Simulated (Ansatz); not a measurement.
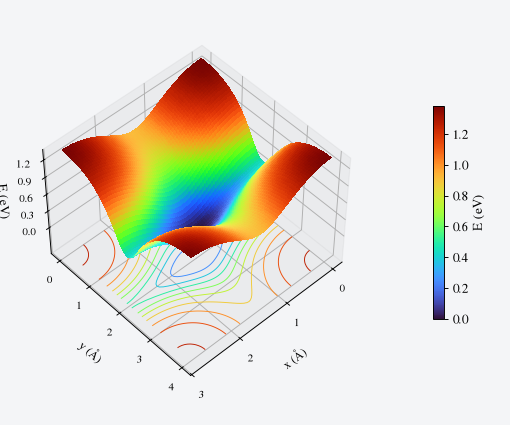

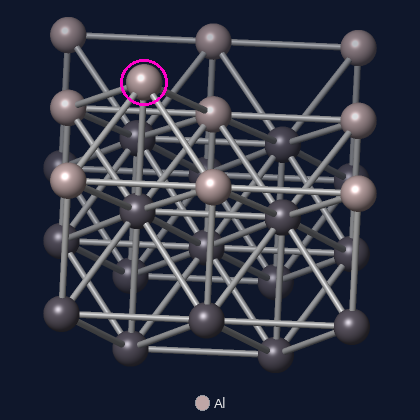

Energy landscape of Al on an Al(110) slab cut from the Fm-3m phase, its upper half relaxed before the scan (16 atoms of substrate and one adsorbate in a 2 × 2 cell). Al is moved over the surface cell; relaxed at each place: the height of the adsorbate's atoms; substrate rigid; the origin of the map has the adsorbate above Al13. Places are given modulo a cell vector. The map is drawn in real space over the plane of the surface. The grid has 6 × 8 points; 20 points were computed and 28 follow by symmetry. Places are given in fractions of the 1 × 1 surface cell. Energies are in eV, from the lowest grid point. Computed with Ansatz 0.2.0, DFT LDA, scalar-relativistic, plane waves, PAW. Settings: cutoff 420 eV, k-mesh 5×4×1, gaussian smearing 0.1 eV, no spin polarisation.

In the figure: a relief with its contours projected below, any walls above the top of the colour scale cut off. Between grid points the surface is interpolated. The second picture is the structure at the lowest point; rings mark the moved atoms.

Describe this landscape.

Answer. The lowest grid point is at a fourfold hollow over a second-layer Al atom, (3/6, 4/8) of the cell vectors. No other kind of well shows on this grid. The highest grid point, the top site over a surface Al atom, (0/6, 0/8) of the cell vectors, lies 1.38 eV above the lowest. On the interpolated surface the easiest way out of the lowest well to its copy in the next cell or period passes a barrier of about 0.43 eV. At the lowest point the adsorbate has 1 Al at 2.67 Å as nearest neighbours, at the highest 1 Al at 2.60 Å. Its relaxed height above the top atom is 1.35 Å at the lowest and 2.60 Å at the highest point.

Each point was launched as `ansatz run input.yaml --threads 2 --pin off --max-ram 6144MiB --backend cpu --events-out ev --progress --plain --runs-dir out`. Time for the 20 points that were run: 17 min on 2 threads of Arm Neoverse V1, on a shared host.

PAW datasets: the set soft_1.
